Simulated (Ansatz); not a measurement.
Relaxed BN (wurtzite):

```
CELL_PARAMETERS angstrom
      2.55453     0.00000     0.00000
     -1.27726     2.21229     0.00000
      0.00000     0.00000     4.22457
ATOMIC_POSITIONS crystal
  B  0.66667 0.33333 0.99991
  B  0.33333 0.66667 0.49991
  N  0.66667 0.33333 0.62529
  N  0.33333 0.66667 0.12529
```

In each cell atom 1 (B, nearest neighbour N at 1.567 Å; its periodic images, 2.6 Å or more away, move with it) moves by s·(0.577, 0.577, 0.577) (along Cartesian [111]), the rest being held.

Calculation: PBE (plane waves to 420 eV, PAW, scalar-relativistic; Ansatz, a first-principles code). k mesh 12×12×6 (Γ-centred), Fermi-Dirac smearing 0.05 eV. Energies are smeared free energies. Left out: 1 of 11 points, with atoms too close for the PAW data. BN was relaxed with its symmetry unable to fall. The zero of ΔE is the undisplaced structure.

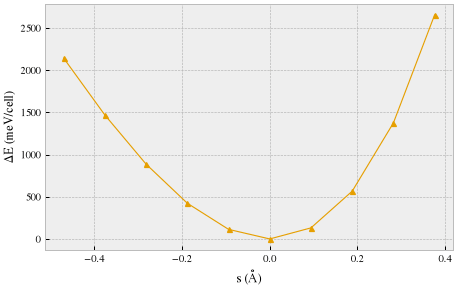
Fig. 1. ΔE (meV/cell) against s (Å); one marker a computed point.

Is the energy the same for displacements of ±0.376 Å, and if not, which side lies higher?

Not even: the positive side lies higher at ±0.376 Å.

What is the energy change at s = 0.376 Å?

About 2700 meV/cell.

(For displaced atoms, the force is minus the slope of the energy, and its curvature is a force constant, which sets phonon frequencies.)
